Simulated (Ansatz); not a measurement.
**Loss of CH3F: how K changes with temperature for C2H4F2O ⇌ CHFO + CH3F**

Species: C2H4F2O `FCOCF`, singlet; CHFO (formyl fluoride) `O=CF`, singlet; CH3F (fluoromethane) `CF`, singlet. This is a balance of energies; it says nothing on the path, which may need atoms to shift.

The electronic reaction energy at CCSD(T)/CBS estimate is +15.1 kJ/mol. Shapes: PBE0-D4/def2-TZVP. Flexible molecules stand in one conformer, not always the lowest. Programs: Ansatz 0.2.0. Enthalpy and entropy come from rigid-rotor, harmonic-oscillator sums on unscaled PBE0-D4/def2-TZVP wavenumbers, ideal gases at 1 bar; R ln 2 is added for the mirror twin of the chiral shape of C2H4F2O. Symmetry numbers: C2H4F2O 2, CHFO 1, CH3F 3. R = 8.3145 J/(mol K).

| T (K) | ΔH (kJ/mol) | ΔS (J/(mol K)) |
| --- | --- | --- |
| 500 | +1.8 | +157.0 |
| 700 | -0.1 | +153.9 |
| 900 | ? | ? |

Question: Work out ln K at 500 and 700 K, and from these estimate it at 900 K.

Answer: 
1. 500 K: ΔG = +1.8 − 500 × (+157.0)/1000 = -76.7 kJ/mol; ln K = −ΔG/RT = +18.45.
2. 700 K: ΔG = -0.1 − 700 × (+153.9)/1000 = -107.8 kJ/mol; ln K = −ΔG/RT = +18.52.
3. Slope against 1000/T: (+18.52 − (+18.45))/(1.4286 − 2.0000) = -0.12, that is −ΔH/R with ΔH near +1 kJ/mol.
4. 900 K: ln K = +18.45 + (-0.12) × (1.1111 − 2.0000) = +18.56.

The full sums give ΔH = -2.6 kJ/mol, ΔS = +150.7 J/(mol K), ΔG = -138.2 kJ/mol and ln K = +18.47 at 900 K, so the line is off by +0.09 in ln K; without rounding the miss is +0.08, from the change of ΔH with temperature. The products are favoured over this whole range. The number of molecules rises, which sets the sign of ΔS, and lower pressure favours the products. An error of 10 kJ/mol in the energy moves ln K by 1.3 at 900 K. Soft modes are treated as harmonic, which can err either way at these temperatures; the lowest are those of C2H4F2O (67 cm⁻¹). Other conformers aren't counted. The CBS estimate extrapolates MP2 from def2-TZVPP and def2-QZVPP and adds CCSD(T) − MP2 in the triple-zeta set, cores frozen.

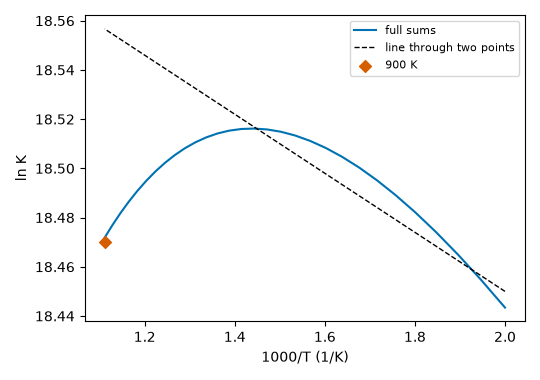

The van 't Hoff plot.
